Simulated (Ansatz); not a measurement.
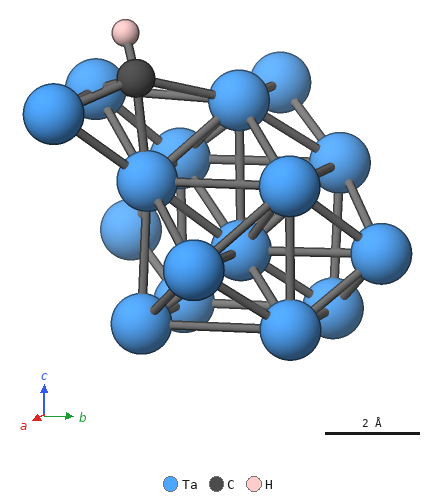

Starting frame of a dynamics run of CH on Ta(100) (18 atoms in the cell). It starts from the last geometry of an earlier run, with fresh velocities. The picture is a ball-and-stick view of the simulation cell, with the vacuum cut short, seen slightly off an axis. Bonds to atoms that aren't drawn are left out.

Theory: DFT PBEsol, scalar-relativistic, plane waves, PAW in Ansatz.

Input file:
```yaml
accuracy: low
crystal:
  lattice:
    - [6.62, 0.0, 0.0]
    - [0.0, 6.62, 0.0]
    - [0.0, 0.0, 17.965]
  atoms:
    - { symbol: Ta, position: [0.25, 0.25, 0.0556638] }
    - { symbol: Ta, position: [0.75, 0.25, 0.0556638] }
    - { symbol: Ta, position: [0.25, 0.75, 0.0556638] }
    - { symbol: Ta, position: [0.75, 0.75, 0.0556638] }
    - { symbol: Ta, position: [-0.00209943, 0.00029672, 0.12628885] }
    - { symbol: Ta, position: [0.52539893, -0.00887743, 0.13908253] }
    - { symbol: Ta, position: [-0.00496219, 0.49532455, 0.13629421] }
    - { symbol: Ta, position: [0.49649887, 0.51177507, 0.13463399] }
    - { symbol: Ta, position: [0.26531478, 0.24077878, 0.22924596] }
    - { symbol: Ta, position: [0.73855517, 0.26609684, 0.22700845] }
    - { symbol: Ta, position: [0.21976168, 0.76491735, 0.22936802] }
    - { symbol: Ta, position: [0.75473995, 0.74880986, 0.22849387] }
    - { symbol: Ta, position: [-0.01051446, 0.02326034, 0.31677836] }
    - { symbol: Ta, position: [0.48907783, 0.02207787, 0.32091498] }
    - { symbol: Ta, position: [-0.00328782, 0.50129681, 0.3105117] }
    - { symbol: Ta, position: [0.48523973, 0.50169868, 0.31430422] }
    - { symbol: C, position: [0.76689259, 0.23588477, 0.3515235] }
    - { symbol: H, position: [0.68957004, 0.1788204, 0.40124491] }
basis:
  ecutwfc: 420.0
kpoints:
  mp_grid: { grid: [3, 3, 1] }
hamiltonian:
  xc: pbesol
scf:
  occupations: { method: fermi_dirac, width: 0.05 }
  lower_state_search: "off"
md:
  timestep: 0.5
  n_steps: 210
  ensemble: nvt_langevin
  temperature: 1350.0
  initial_velocities: maxwell_boltzmann
  seed: 199110
  friction: 0.01
  constraints: [{ sites: [0, 1, 2, 3] }]
```

Command:
```bash
ansatz run input.yaml --threads 4 --pin off --max-ram 10240MiB --backend cpu --events-out ev --progress --plain --runs-dir out
```

What does the trajectory do?

Over the second half the temperature averages 1301 K (spread ±136 K). The potential energy is still drifting at the end, so the run hasn't reached equilibrium. The potential energy in the second half lies on average 34.6 meV per atom above the first frame. Root-mean-square distances from the starting positions over the second half, with the common drift of all atoms taken out: H 2.11 Å, C 0.38 Å, Ta 0.24 Å. The run lasts only 105 fs, too short to tell vibration from diffusion. Bond changes: one C–H bond breaks at about 74 fs.

Along the run (each row but the first and the last is the mean over the interval that it begins):

| time (fs) | potential energy (meV/atom) | T (K) |
| --- | --- | --- |
| 0.0 | 0.0 | 1350 |
| 17.5 | 22.0 | 1255 |
| 35.0 | 42.8 | 1350 |
| 52.5 | 60.0 | 1307 |
| 70.0 | 43.7 | 1297 |
| 87.5 | 1.1 | 1304 |
| 105.0 | -0.5 | 1115 |

The paths of the atoms:

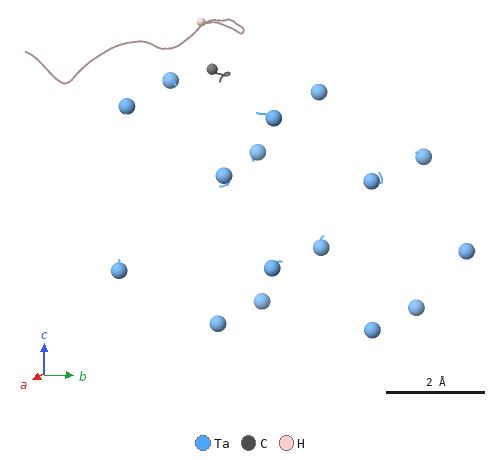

Limits of the set-up: the program's low-accuracy preset was used; the periodic images lie only 6.6 Å apart, so the values are limited by the cell's size.
